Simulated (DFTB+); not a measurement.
**Energy and gradient calculation of C₅H₁₀O₅Ti**

- system: C₅H₁₀O₅Ti
- method: GFN2-xTB, R-SCC, dispersion built in (DFTB+ 25.1)

The geometry comes from this level: PBE0-D4/def2-TZVP.

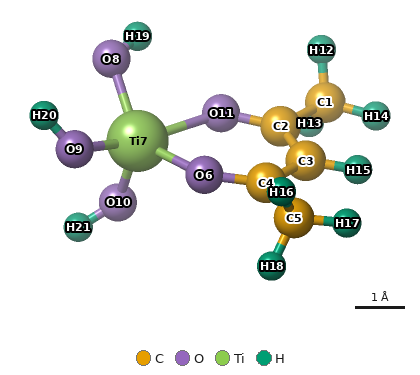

Figure 1. The input geometry (ball-and-stick view, seen at a tilt; atoms are numbered from 1 in the order of the input). Sticks mark near contacts.

### Summary

```tsv
quantity	value
outcome	converged
Mermin free energy	−37.933386 hartree
basis functions	59
largest force	1.028 eV/Å
HOMO	−10.76 eV
LUMO	−7.55 eV
dipole moment	4.40 D
hardware	1 thread of Intel Xeon (Sapphire Rapids), 32 GiB of memory available, shared host
peak memory	0.073 GiB
```

### Notes

Settings chosen away from the usual ones: mixer.

### Input file (dftb_in.hsd)
```
Geometry = xyzFormat {
  <<< "mol.xyz"
}
Hamiltonian = xTB {
  Method = "GFN2-xTB"
  MaxSCCIterations = 100
  Mixer = Anderson {}
}
Analysis {
  PrintForces = Yes
}
Options {
  WriteResultsTag = Yes
}
ParserOptions {
  ParserVersion = 14
}
```

### File mol.xyz
```
21

C      0.620400    -2.575000    -1.354500
C      0.242300    -1.300000    -0.668400
C     -1.075000    -0.825300    -0.746000
C     -1.468600     0.339600    -0.109500
C     -2.883400     0.812300    -0.176200
O     -0.679300     1.079500     0.568300
Ti     1.250800     1.142800     0.936000
O      2.346600     0.212600     2.065400
O      1.044100     2.504700     2.107200
O      2.105200     1.890500    -0.468300
O      1.156200    -0.712300    -0.032700
H      0.997300    -3.282400    -0.612000
H      1.438100    -2.372800    -2.050000
H     -0.213700    -3.023200    -1.891600
H     -1.807000    -1.392300    -1.302200
H     -3.278700     0.901400     0.838400
H     -3.515400     0.143900    -0.758200
H     -2.904700     1.812400    -0.615500
H      2.629800    -0.657000     1.772100
H      1.438300     2.518500     2.981500
H      2.432100     2.792500    -0.437000
```

Run as:
```bash
dftb+ > output.log
```

### Output
```
|  DFTB+ development version (commit: a23bfb2)

Reading input file 'dftb_in.hsd'
Parser version: 14

--------------------------------------------------------------------------------

Processed input in HSD format written to 'dftb_pin.hsd'

Starting initialization...
--------------------------------------------------------------------------------
OpenMP threads:              1
Chosen random seed:          249808899
Current stacksize:           unlimited
Mode:                        Static calculation
Self consistent charges:     Yes
SCC-tolerance:                 0.100000E-04
Max. scc iterations:                    100
Shell resolved Hubbard:      Yes
Spin polarisation:           No
Nr. of up electrons:            32.000000
Nr. of down electrons:          32.000000
Periodic boundaries:         No
Electronic solver:           Relatively robust
Mixer:                       Anderson mixer
Mixing parameter:                  0.050000
Nr. of chrg. vectors to mix:              4
Max. SCC-cycles:                        100
tblite library version:      0.3.0
-> parametrization:          GFN2-xTB
-> repulsion:                Yes
-> dispersion:               Yes
-> halogen bonding:          No
-> electrostatics:           Yes
   -> isotropic:             Yes
   -> anisotropic:           Yes
   -> third-order:           Yes
Electronic temperature:              0.950045E-03 H      0.258520E-01 eV
Initial charges:             Set automatically (system chrg:   0.000E+00)
Included shells:             C:  s, p
                             O:  s, p
                            Ti:  d, s, p
                             H:  s
Extra options:
                             Mulliken analysis
                             Force calculation
Force type                   original

--------------------------------------------------------------------------------

***  Geometry step: 0

 iSCC Total electronic   Diff electronic      SCC error
    1   -0.37819791E+02    0.00000000E+00    0.17595128E+01
    2   -0.37833970E+02   -0.37819791E+02    0.17371179E+01
    3   -0.38045785E+02   -0.14178763E-01    0.68937536E+00
    4   -0.38216953E+02   -0.21181503E+00    0.42693273E+00
    5   -0.38214056E+02   -0.17116749E+00    0.38893080E+00
    6   -0.38250285E+02    0.28968358E-02    0.19826453E+00
    7   -0.38250025E+02   -0.36229094E-01    0.20161829E+00
    8   -0.38258032E+02    0.25980415E-03    0.10063673E+00
    9   -0.38258406E+02   -0.80068037E-02    0.41070285E-01
   10   -0.38258508E+02   -0.37457117E-03    0.37003729E-01
   11   -0.38258501E+02   -0.10167672E-03    0.28524930E-01
   12   -0.38258468E+02    0.70232513E-05    0.29381964E-01
   13   -0.38258388E+02    0.33329679E-04    0.84264254E-02
   14   -0.38258369E+02    0.79654002E-04    0.81827682E-02
   15   -0.38258244E+02    0.19066987E-04    0.41886311E-02
   16   -0.38258212E+02    0.12496610E-03    0.34587517E-02
   17   -0.38258114E+02    0.32472588E-04    0.28952683E-02
   18   -0.38258082E+02    0.97859638E-04    0.24049466E-02
   19   -0.38258052E+02    0.31905333E-04    0.16274052E-02
   20   -0.38258025E+02    0.30315093E-04    0.14539600E-02
   21   -0.38257977E+02    0.26376238E-04    0.13668224E-02
   22   -0.38257966E+02    0.48549180E-04    0.13431585E-02
   23   -0.38257945E+02    0.10447114E-04    0.82987945E-03
   24   -0.38257942E+02    0.21553565E-04    0.73775670E-03
   25   -0.38257934E+02    0.26370616E-05    0.77778292E-03
   26   -0.38257929E+02    0.84599650E-05    0.53076464E-03
   27   -0.38257927E+02    0.40476202E-05    0.36650901E-03
   28   -0.38257931E+02    0.20116788E-05    0.37938600E-03
   29   -0.38257934E+02   -0.30879380E-05    0.42759716E-03
   30   -0.38257936E+02   -0.38399181E-05    0.36481912E-03
   31   -0.38257940E+02   -0.18900142E-05    0.17580682E-03
   32   -0.38257942E+02   -0.39771064E-05    0.16337650E-03
   33   -0.38257951E+02   -0.16193559E-05    0.17725069E-03
   34   -0.38257952E+02   -0.87049801E-05    0.17790170E-03
   35   -0.38257955E+02   -0.16614823E-05    0.16188104E-03
   36   -0.38257957E+02   -0.25596094E-05    0.14053115E-03
   37   -0.38257959E+02   -0.19700326E-05    0.15012665E-03
   38   -0.38257961E+02   -0.21885336E-05    0.10189386E-03
   39   -0.38257962E+02   -0.20135142E-05    0.71521380E-04
   40   -0.38257962E+02   -0.13157512E-05    0.51343062E-04
   41   -0.38257962E+02   -0.43571760E-07    0.67714567E-04
   42   -0.38257962E+02    0.75717236E-06    0.56984089E-04
   43   -0.38257962E+02    0.29369964E-07    0.21012362E-04
   44   -0.38257962E+02   -0.10402321E-06    0.20939016E-04
   45   -0.38257961E+02    0.10785293E-06    0.23754939E-04
   46   -0.38257961E+02    0.36620160E-06    0.27255889E-04
   47   -0.38257960E+02    0.54703627E-06    0.26566787E-04
   48   -0.38257960E+02    0.32082210E-06    0.22894891E-04
   49   -0.38257960E+02    0.19533908E-06    0.23157478E-04
   50   -0.38257959E+02    0.58648318E-06    0.19758885E-04
   51   -0.38257959E+02    0.20145733E-06    0.11613088E-04
   52   -0.38257959E+02    0.52599614E-06    0.10416095E-04
   53   -0.38257959E+02    0.59023321E-07    0.12002628E-04
   54   -0.38257959E+02    0.49855842E-07    0.10095181E-04
   55   -0.38257959E+02    0.69080059E-07    0.62073631E-05

Total Energy:                      -37.9333858792 H        -1032.2199 eV
Extrapolated to 0K:                -37.9333858792 H        -1032.2199 eV
Total Mermin free energy:          -37.9333858792 H        -1032.2199 eV
Force related energy:              -37.9333858792 H        -1032.2199 eV

--------------------------------------------------------------------------------
--------------------------------------------------------------------------------
SCC                                    +       0.07 ( 91.2%)       0.13 ( 95.0%)
--------------------------------------------------------------------------------
Missing                                +       0.01 (  8.8%)       0.01 (  5.0%)
Total                                  =       0.08 (100.0%)       0.14 (100.0%)
--------------------------------------------------------------------------------
```

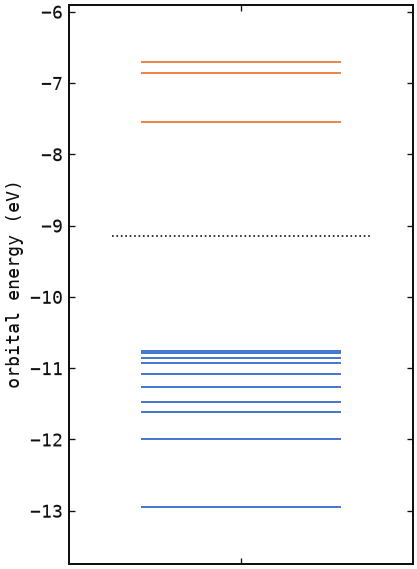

Figure 2. Orbital energies near the frontier; the dotted line parts filled from empty levels, and levels within 0.02 eV of each other stand side by side. Highest filled −10.76 eV, lowest empty −7.55 eV, 3.21 eV apart.
